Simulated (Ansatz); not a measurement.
## Electronic structure of AlBHS (SMILES [BH]1[Al][S]1) (doublet) in real space

```yaml
atoms:
  - { symbol: Al, position_ang: [0.7864, 0.1022, -0.5881] }
  - { symbol: B, position_ang: [1.8999, 1.7055, 0.5705] }
  - { symbol: S, position_ang: [1.7938, 2.2743, -1.0329] }
  - { symbol: H, position_ang: [2.3003, 1.9609, 1.6519] }
```

Geometry: B3LYP-D4/def2-TZVP.

The calculation used Ansatz 0.2.0, isolated molecule in a Gaussian basis; Kohn-Sham density functional theory, functional PBE0.

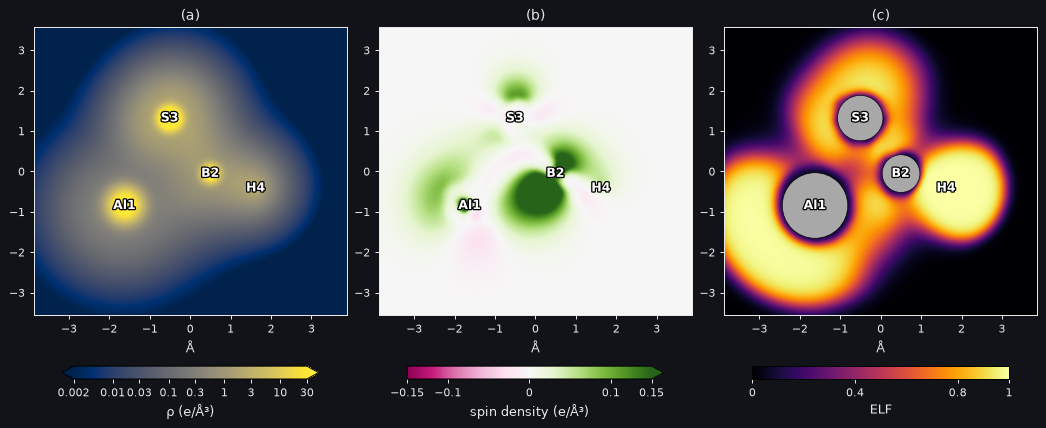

Figure 1. (a) total electron density; (b) spin density (α minus β); (c) electron localisation function on the molecular plane. Grey discs cover the atomic cores in the ELF map.

### Read the bonding off the picture.

Atoms in the plane: Al, B, S and H. B–S (1.70 Å): ρ at the midpoint is about 1.4 e/Å³; the ELF peaks at about 0.90 between the atoms, as expected for a covalent bond. Al–B (2.27 Å): ρ is about 0.37 e/Å³ halfway, with its minimum of 0.33 e/Å³ about 0.9 Å from Al; the ELF peaks at about 0.75 in the valence shell of B, 0.9 Å from its nucleus, and is about 0.65 at the midpoint. Al–S (2.44 Å): ρ at the midpoint is about 0.42 e/Å³, with its minimum of 0.3 e/Å³ about 0.9 Å from Al; the ELF peaks at about 0.75 in the valence shell of S, 0.9 Å from its nucleus, and is about 0.65 at the midpoint. B–H (1.18 Å): ρ at the midpoint is about 1.3 e/Å³; the ELF climbs to about 1 towards the hydrogen, as it does in any bond to H: a covalent bond by its length. The ELF also peaks beside S3, away from the bonds: non-bonding electrons, paired or unpaired. The unpaired spin (1 electron) lies mostly on Al1 (about 0.4), B2 (about 0.4) and S3 (about 0.1), in electrons by Hirshfeld's partition.

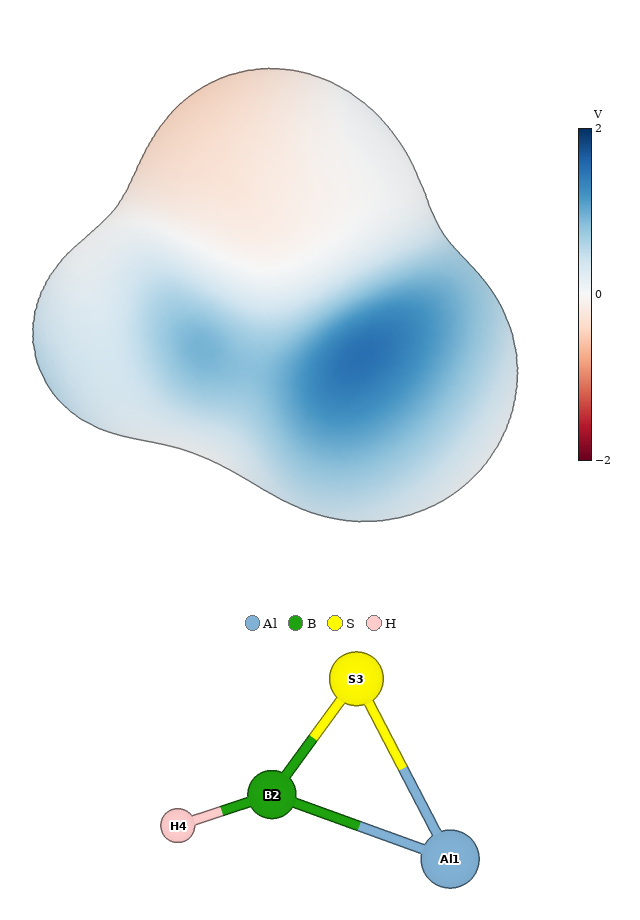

Figure 2. The electrostatic potential painted on the density surface at 0.002 e/bohr³, seen across its widest extent; the colour scale runs from red (negative) to blue (positive). The bare structure is drawn below in the same view.

### Describe the electrostatic potential map.

The most negative region (about −0.4 V) lies over S3, the most positive (about +1.5 V) over Al1.

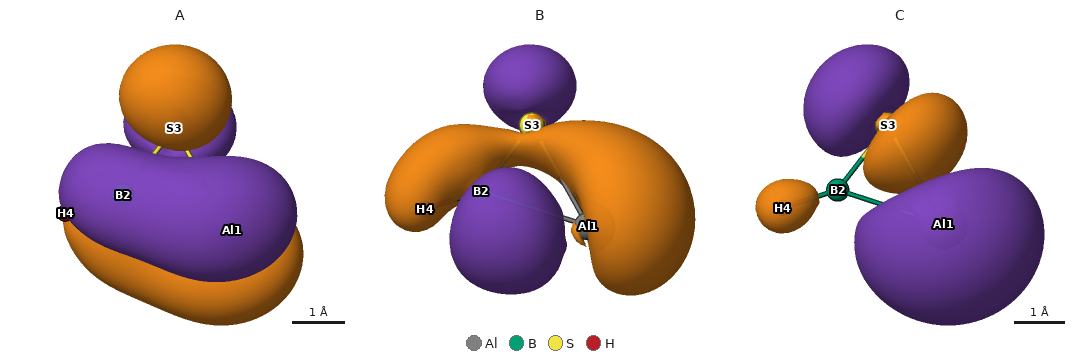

Figure 3. Three frontier orbitals at ±0.08 Å⁻³ᐟ² (orange and purple are the two phases), in no order.

### Which picture is the HOMO−1, the HOMO and the LUMO? All are α orbitals.

C is the HOMO−1 (α) (−6.80 eV). By Hirshfeld shares it lies mainly on Al1 (about 60 %) and S3 (about 35 %); it is symmetric in the molecular plane (an in-plane orbital: σ, lone-pair or in-plane π type). B is the HOMO (α) (−6.02 eV). It lies mainly on Al1 (about 45 %), B2 (about 30 %) and S3 (about 15 %); it is symmetric in the molecular plane (an in-plane orbital: σ, lone-pair or in-plane π type). A is the LUMO (α) (−2.13 eV). Its weight (Hirshfeld) is mainly on Al1 (about 45 %), S3 (about 25 %) and B2 (about 25 %); it changes sign across the molecular plane (π type); π-bonding across Al1–B2; π-antibonding (a node) across Al1–S3 and B2–S3.

### What is the gap between the highest occupied and lowest empty α orbitals?

3.89 eV between the orbital energies.

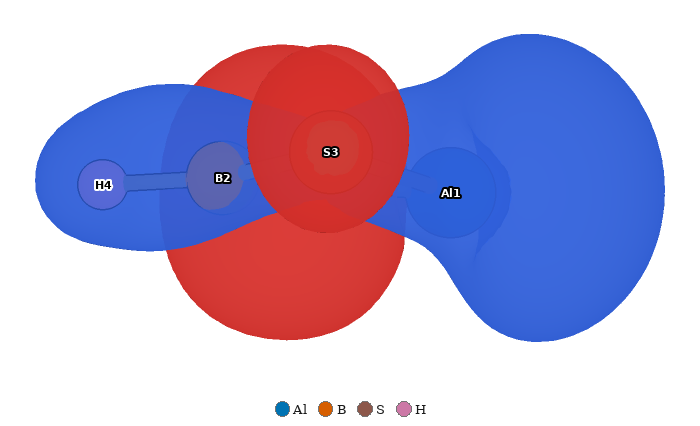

Figure 4. The LUMO (β) at ±0.1 Å⁻³ᐟ² (red and blue are the two phases), seen from one side.

### Where does this orbital lie, and at what energy?

By Hirshfeld shares it lies mainly on Al1 (about 50 %), B2 (about 30 %) and S3 (about 15 %); it is symmetric in the molecular plane (an in-plane orbital: σ, lone-pair or in-plane π type). Its energy is −2.97 eV.
